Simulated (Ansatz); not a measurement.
**One shape, several levels: CH4BFO (SMILES OCBF)**

Wanted: a comparison of 6 runs (HF/def2-SVPD, BLYP/def2-SVPD, SVWN5/def2-SVPD, r2SCAN/def2-SVPD, wB97X/def2-SVPD, MP2/def2-SVPD) of CH4BFO. 

Program for the calculation: Ansatz 0.2.0.

93 further runs of the same task are left out: 93 set aside as unsound or not needed.

### Step 1. The molecule

CH4BFO has 8 atoms, charge 0, and is taken as a singlet. SMILES: `OCBF`. The O1–H5 distance was set to 1.247 Å, away from the relaxed value.

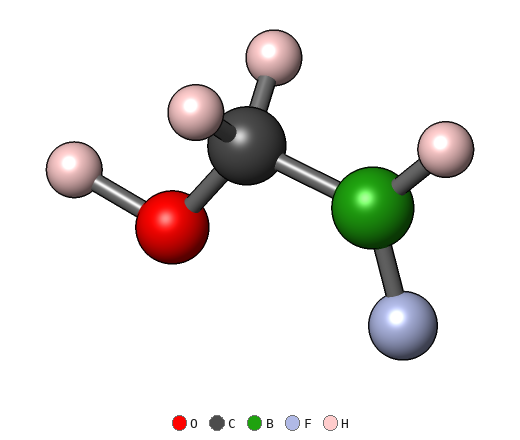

The structure, seen from a chosen angle (oxygen red, carbon dark grey, boron green, fluorine light blue, hydrogen pink).

### Step 2. A single-point energy at HF/def2-SVPD (run 1)

Input file molecule.yaml:

```yaml
crystal:
  periodic: [false, false, false]
  atoms:
    - {symbol: O, position_ang: [-1.216922, 0.476160, -0.154902]}
    - {symbol: C, position_ang: [0.141478, 0.138560, 0.000798]}
    - {symbol: B, position_ang: [0.392178, -1.398440, 0.090398]}
    - {symbol: F, position_ang: [-0.599322, -2.263140, 0.021598]}
    - {symbol: H, position_ang: [-1.319100, 1.717500, -0.217300]}
    - {symbol: H, position_ang: [0.586678, 0.585560, 0.908098]}
    - {symbol: H, position_ang: [0.767778, 0.513360, -0.829002]}
    - {symbol: H, position_ang: [1.504578, -1.831840, 0.225198]}
basis:
  gaussian: {orbitals: def2-SVPD}
accuracy: high
magnetization: {spin_polarized: false}
hamiltonian: {xc: hf}
output: {orbitals: {seedname: orbitals}}
```

Command:

```bash
$ ansatz run molecule.yaml --threads 1 --pin off --max-ram 3480MiB --events-out events.jsonl --progress --plain --runs-dir runs
```

The log of the run:

```text
Warning: RAYON_NUM_THREADS=1 ignored (pool sized by the plan → 1); use --threads N
Functional definition: HF
  name "HF"
  exchange = exact_x
  correlation = 0
2416 factors; integrals over basis functions are off by at most 3.6e-9 eV
mean field evaluation 1: about -6500.2464 eV, gradient 3.7e1 eV
mean field evaluation 2: about -6500.2488 eV, gradient 3.7e1 eV
mean field evaluation 4: about -6503.3027 eV, gradient 3.6e0 eV
mean field evaluation 8: about -6503.3542 eV, gradient 1.3e-1 eV
mean field -6503.35429115 eV, -238.9938620680 hartree, gradient 1.0e-8 eV, S^2 0.000000; 0 other end points of the search recorded, 0 dependent functions left out
reference -6503.35429115 eV, -238.9938620680 hartree; 16, 16 occupied and 102, 102 virtual orbitals, 2416 factors
Total energy: -6503.35429115 eV, -238.9938620680 hartree
```

Run time: 3.9 s. Hardware: 1 thread of Arm Neoverse V2, shared host; peak memory 0.35 GiB.

### Step 3. The energy at BLYP/def2-SVPD (run 2)

Input file run.yaml:

```yaml
crystal:
  periodic: [false, false, false]
  atoms:
    - {symbol: O, position_ang: [-1.216922, 0.476160, -0.154902]}
    - {symbol: C, position_ang: [0.141478, 0.138560, 0.000798]}
    - {symbol: B, position_ang: [0.392178, -1.398440, 0.090398]}
    - {symbol: F, position_ang: [-0.599322, -2.263140, 0.021598]}
    - {symbol: H, position_ang: [-1.319100, 1.717500, -0.217300]}
    - {symbol: H, position_ang: [0.586678, 0.585560, 0.908098]}
    - {symbol: H, position_ang: [0.767778, 0.513360, -0.829002]}
    - {symbol: H, position_ang: [1.504578, -1.831840, 0.225198]}
basis:
  gaussian:
    orbitals: def2-SVPD
hamiltonian:
  xc: {name: BLYP}
accuracy: high
output: {orbitals: {seedname: orbitals}}
```

Command:

```bash
$ ansatz run run.yaml --threads 1 --pin off --max-ram 3480MiB --events-out events.jsonl --progress --plain --runs-dir runs
```

The log of the run:

```text
Warning: RAYON_NUM_THREADS=1 ignored (pool sized by the plan → 1); use --threads N
Functional definition: BLYP
  name "BLYP"
  parameter beta = 0.0042
  parameter a = 0.04918
  parameter b = 0.132
  parameter c = 0.2533
  parameter d = 0.349
  exchange = b88_x(beta = beta)
  correlation = lyp_c(a = a, b = b, c = c, d = d)
2416 factors; integrals over basis functions are off by at most 3.6e-9 eV
mean field evaluation 1: about -6527.7377 eV, gradient 6.3e1 eV
mean field evaluation 2: about -6484.1313 eV, gradient 1.5e2 eV
mean field evaluation 4: about -6536.0747 eV, gradient 1.2e1 eV
mean field evaluation 8: about -6536.3478 eV, gradient 2.8e-1 eV
mean field evaluation 16: about -6536.3479 eV, gradient 8.4e-6 eV
mean field -6536.34792199 eV, -240.2063556375 hartree, gradient 9.4e-8 eV, S^2 0.000000; 0 other end points of the search recorded, 0 dependent functions left out
reference -6536.34797775 eV, -240.2063576866 hartree; 16, 16 occupied and 102, 102 virtual orbitals, 2416 factors
Total energy: -6536.34797775 eV, -240.2063576866 hartree
```

Run time: 7.2 s. Hardware: 1 thread of Arm Neoverse V2, shared host; peak memory 0.34 GiB.

Runs 3 to 5 aren't shown in full; the table further down has their settings and results.

### Step 4. A single-point energy at MP2/def2-SVPD (run 6)

molecule.yaml, as its differences from that of step 2:

```diff
@@ -13,5 +13,3 @@
   gaussian: {orbitals: def2-SVPD}
+correlation: {method: mp2, frozen_orbitals: {B: 1, C: 1, F: 1, H: 0, O: 1}}
 accuracy: high
-magnetization: {spin_polarized: false}
-hamiltonian: {xc: hf}
-output: {orbitals: {seedname: orbitals}}
```

Command:

```bash
$ ansatz run molecule.yaml --threads 1 --pin off --max-ram 3480MiB --events-out events.jsonl --progress --plain --runs-dir runs
```

The log of the run:

```text
Warning: RAYON_NUM_THREADS=1 ignored (pool sized by the plan → 1); use --threads N
Functional definition: HF
  name "HF"
  exchange = exact_x
  correlation = 0
2416 factors; integrals over basis functions are off by at most 3.6e-9 eV
mean field evaluation 1: about -6500.2464 eV, gradient 3.7e1 eV
mean field evaluation 2: about -6500.2488 eV, gradient 3.7e1 eV
mean field evaluation 4: about -6503.3027 eV, gradient 3.6e0 eV
mean field evaluation 8: about -6503.3542 eV, gradient 1.3e-1 eV
mean field -6503.35429115 eV, -238.9938620680 hartree, gradient 1.0e-8 eV, S^2 0.000000; 0 other end points of the search recorded, 0 dependent functions left out
4 core orbitals not correlated: weight in the atoms' cores, before any rotation towards them, 1.000 or more for the frozen orbitals, at most 0.000 for the correlated occupied ones
reference -6503.35429115 eV, -238.9938620680 hartree; 12, 12 occupied and 102, 102 virtual orbitals, 2416 factors
second order -17.24802873 eV of doubles, -0.00000000 eV of singles
Total energy: -6520.60231988 eV, -239.6277154327 hartree
```

Run time: 4.5 s. Hardware: 1 thread of Arm Neoverse V2, shared host; peak memory 0.35 GiB.

### Step 5. The series

```tsv
run	level	frozen core orbitals	energy (Eh)	HOMO energy (eV)	LUMO energy (eV)	HOMO–LUMO gap (eV)	wall time
1	HF/def2-SVPD	–	-238.993862	-12.36	1.81	14.17	3.9 s
2	BLYP/def2-SVPD	–	-240.206358	-6.36	-1.90	4.46	7.2 s
3	SVWN5/def2-SVPD	–	-238.432426	-6.52	-1.99	4.53	5.1 s
4	r2SCAN/def2-SVPD	–	-240.129691	-6.77	-1.39	5.38	12 s
5	wB97X/def2-SVPD	–	-240.197073	-10.59	1.25	11.85	25 s
6	MP2/def2-SVPD	4	-239.627715	–	–	–	4.5 s
```

### Step 6. Outcome

```
                                          quantity          value
                               run 6: total energy  -239.62772 Eh
run 6: correlation energy (4 core orbitals frozen)     -633.9 mEh
```

Over runs 1, 2, 3, 4, 5 the HOMO–LUMO gap runs from 4.46 eV (BLYP/def2-SVPD) to 14.17 eV (HF/def2-SVPD). Exact exchange widens orbital gaps. Totals of different functionals can't be ranked against each other. All runs together took 58 s, the longest 25 s.
